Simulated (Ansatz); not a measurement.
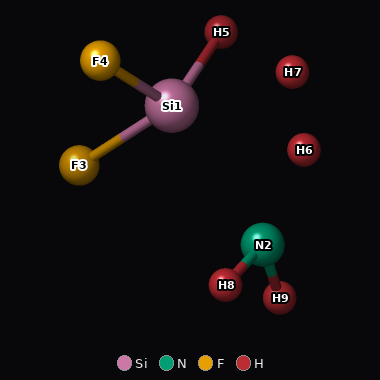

The system is the reacting system F2H5NSi (fragments F₂H₃NSi + H₂ where the first distance is long, F₂H₂Si + H₃N where the second is long); the picture shows the reference structure. The first coordinate is: distance N2–H6 (bond that forms); the second: distance H6–H7 (bond that breaks). Relaxed at each point: all other coordinates. Grid: 11 × 11 points. Points are written as (first, second). Energies are in kJ/mol, from the lowest grid point. Energies and slopes of some neighbouring points disagree (a jump in structure or state, or too coarse a mesh). The reference is spin-restricted, so regions where a bond is pulled apart into radicals lie too high. Level of theory: RKS PBE0-D4/def2-SVP (Ansatz).

Its coordinates:

```yaml
atoms:
  - { symbol: Si, position_ang: [-0.7966, -0.3677, -0.1595] }
  - { symbol: N, position_ang: [1.2152, 0.2908, -0.0428] }
  - { symbol: F, position_ang: [-0.5355, -1.7194, -1.0250] }
  - { symbol: F, position_ang: [-1.3340, -1.0035, 1.2213] }
  - { symbol: H, position_ang: [-1.6862, 0.4043, -1.0462] }
  - { symbol: H, position_ang: [0.2973, 1.1178, 0.4922] }
  - { symbol: H, position_ang: [-0.6327, 1.2420, 0.7901] }
  - { symbol: H, position_ang: [1.7107, -0.2405, 0.6757] }
  - { symbol: H, position_ang: [1.7617, 0.2763, -0.9058] }
```

Range: distance N2–H6 (bond that forms) from 0.918 to 2.418 Å; distance H6–H7 (bond that breaks) from 0.666 to 2.466 Å.

Predict the map.

Answer. The lowest grid point is at (2.418 Å, 0.767 Å). It lies in a valley that leaves the map towards separated partners. The energy also falls towards the edge at (1.002 Å, 2.466 Å) (22 kJ/mol above the lowest), where a further well may lie outside the range. The highest grid point, (0.918 Å, 0.666 Å), lies 648 kJ/mol above the lowest.

| second ↓, first → | 0.918 | 1.002 | 1.119 | 1.251 | 1.395 | 1.549 | 1.710 | 1.878 | 2.053 | 2.233 | 2.418 |
| --- | --- | --- | --- | --- | --- | --- | --- | --- | --- | --- | --- |
| 2.466 | 48 | 22 | 39 | 94 | 156 | 240 | 322 | 397 | 466 | 525 | 556 |
| 2.244 | 51 | 24 | 42 | 98 | 161 | 245 | 327 | 403 | 471 | 504 | 513 |
| 2.028 | 57 | 31 | 48 | 104 | 168 | 252 | 333 | 409 | 442 | 452 | 460 |
| 1.819 | 68 | 41 | 58 | 113 | 335 | 349 | 362 | 373 | 383 | 391 | 398 |
| 1.617 | 84 | 57 | 72 | 280 | 285 | 292 | 300 | 308 | 315 | 322 | 327 |
| 1.423 | 106 | 77 | 255 | 238 | 232 | 231 | 233 | 236 | 240 | 244 | 248 |
| 1.239 | 127 | 97 | 233 | 200 | 180 | 170 | 164 | 162 | 162 | 164 | 166 |
| 1.066 | 166 | 299 | 223 | 171 | 136 | 113 | 99 | 91 | 87 | 86 | 87 |
| 0.907 | 445 | 336 | 235 | 162 | 110 | 74 | 51 | 37 | 30 | 26 | 25 |
| 0.767 | 537 | 408 | 283 | 188 | 119 | 71 | 39 | 20 | 9 | 3 | 0 |
| 0.666 | 648 | 504 | 358 | 246 | 163 | 106 | 68 | 45 | 31 | 24 | 20 |

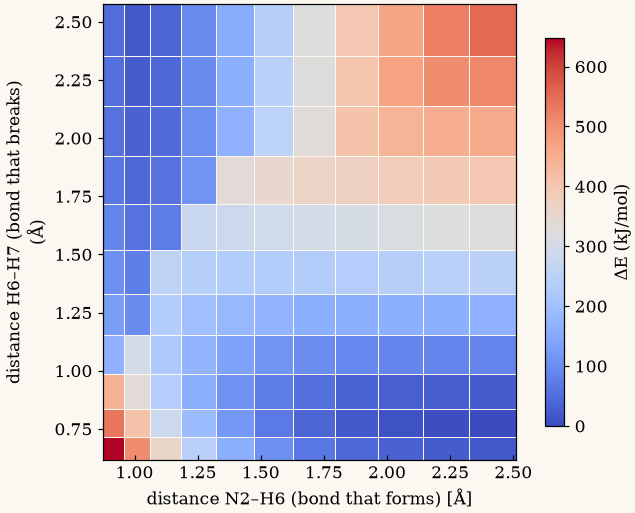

Drawn: one coloured cell a grid point.

Each point was launched as `ansatz run input.yaml --threads 1 --pin off --max-ram 2560MiB --backend cpu --events-out ev --progress --plain --runs-dir out`. Time for the 121 points that were run: 38 min on 1 thread of Arm Neoverse V1 (shared host).
